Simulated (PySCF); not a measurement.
Se(F)(SeH), SMILES F[Se][SeH] at its CAM-B3LYP/def2-SVP optimised geometry (Å):

```
4

Se    -0.6510    -1.1179     0.0000
F      1.1201    -1.1179     0.0000
Se    -1.1201     1.1179     0.0000
H     -1.1015     1.3251    -1.4610
```

Calculation: CAM-B3LYP/def2-TZVP (PySCF 2.14.0).

Map of the HOMO amplitude (bohr^(-3/2)) on the plane z = 1.5 Å; orbital energy -8.47 eV, overall sign arbitrary:

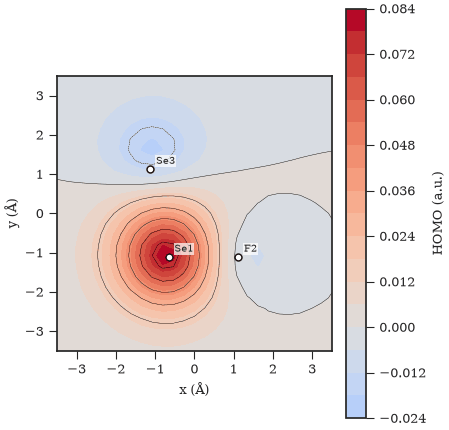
Fig. 1. HOMO amplitude (bohr^(-3/2)) on the plane z = 1.5 Å.
